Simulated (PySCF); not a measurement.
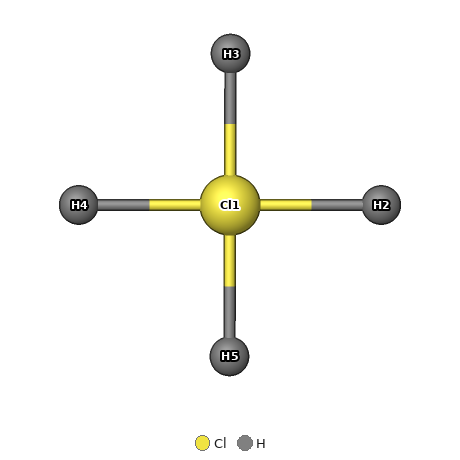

Rigid scan of ClH₄⁻, singlet, from a minimum of the shape that electron-pair counting expects: all bonds to atom 1 scaled (atom 1 is the central atom). PBE0/def2-TZVPD with PySCF 2.14.0, restricted determinant, no spin-orbit coupling; energies counted from the minimum. Splines pass through the computed points, which are marked.

What does it cost to go to either end of the scan?

Answer. 77.9 kJ/mol at 0.88 and 245.1 kJ/mol at 1.35.

What values does the calculation give?

Answer. In kJ/mol:
```tsv
scale of the bond length	PBE0
0.88	77.9
0.92	31.6
0.96	7.2
1.00	0.0
1.04	6.0
1.08	22.1
1.14	59.7
1.22	125.1
1.35	245.1
```

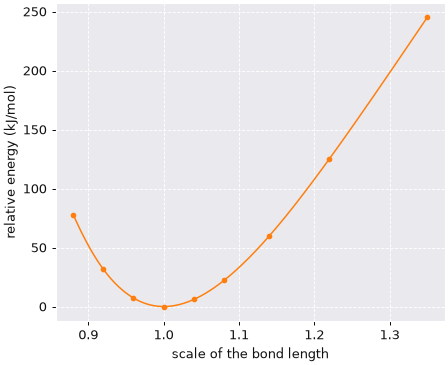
